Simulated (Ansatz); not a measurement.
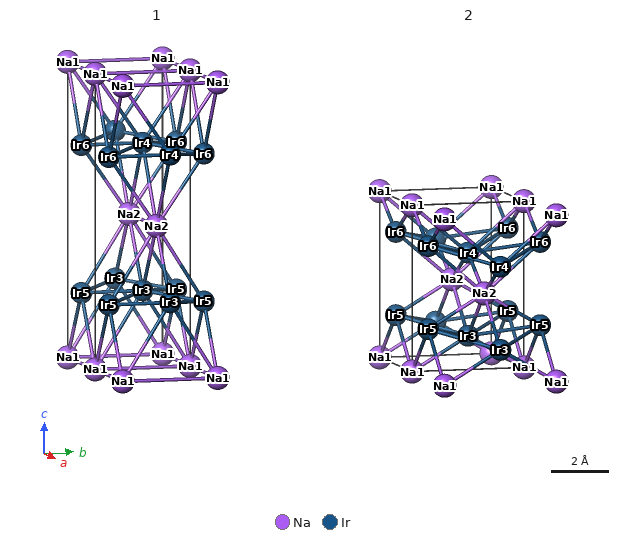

Two geometries of solid NaIr2 (built on the tetragonal zirconia_137 type) (coarse preliminary run), drawn at one scale. One is the start of a relaxation, the other its converged end. A ball-and-stick model of the cell of the calculation, repeated 2 × 1 × 1 with one cell outlined, seen slightly off an axis.

Computed with Ansatz, DFT PBE, scalar-relativistic, plane waves, PAW. Set-up: plane-wave cutoff 420 eV; k-point mesh 4 × 4 × 4; occupations gaussian; smearing width 0.1 eV; no spin polarisation; cell and atoms relaxed; force threshold 0.04 eV/Å; at most 70 steps.

Which of the two is the end point?

Answer. Structure 1 is the relaxed one. Case: tetragonal zirconia type (P4_2/nmc, No. 137). The largest moves relative to the cell, 0.62 Å, are those of Ir3, Ir4, Ir5 and Ir6. Ir3 goes along +c. Na stays in place. The volume changes by +28.0 %, with a = b 4.132 → 3.507 Å (−15.1 %), c 5.949 → 10.572 Å (+77.7 %). Among the contacts that change: Na1–Ir3 2.393 → 3.272 Å, Na1–Na1 4.132 → 3.507 Å, Ir3–Ir5 2.975 → 2.492 Å, Na1–Ir4 2.718 → 3.073 Å. The space group stays P4_2/nmc (No. 137). After 27 accepted moves (32 points after the start) the energy has fallen by 1399 meV per atom. The largest force component goes from 2.3 to 0.0015 eV/Å. Pressure: 3.98 GPa at the start and −0.07 GPa at the end. The line search rejected the trial steps at points 12, 13 of the run. At 3 points the geometry stayed and the basis and grid were re-selected for the new cell (energy shift of 201 meV per atom at most each time). The run took 110 s on 1 thread of Intel(R) Xeon(R) 6975P-C (Granite Rapids) (shared host), peak memory 0.47 GiB.

Limits of the set-up: the k-point mesh is coarse for a cell with partly filled bands.
